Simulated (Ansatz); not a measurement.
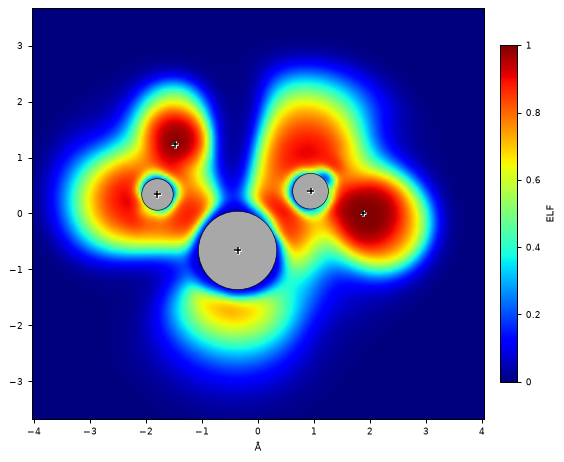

The electron localisation function on a plane through atoms (crosses mark nuclei in the plane; grey discs cover the cores).

All numbers below come from Ansatz, isolated molecule in a Gaussian basis; Kohn-Sham density functional theory, functional PBE0.

Candidates:
A. CHIO (SMILES O=CI)
B. CKSn (SMILES [K][C]#[Sn+]) (charge +1, triplet)
C. H₃NOSi (SMILES [NH-][SiH]O) (charge −1, doublet)

Which candidate gave the map?

Candidate C: H₃NOSi on the plane of atoms N1, Si3 and O2, which holds N, O, Si and H. Si–N (1.68 Å): the ELF peaks at about 0.90 between the atoms, as expected for a shared but strongly polarised pair. Si–O (1.75 Å): the ELF peaks at about 0.85 between the atoms: a polar covalent bond.
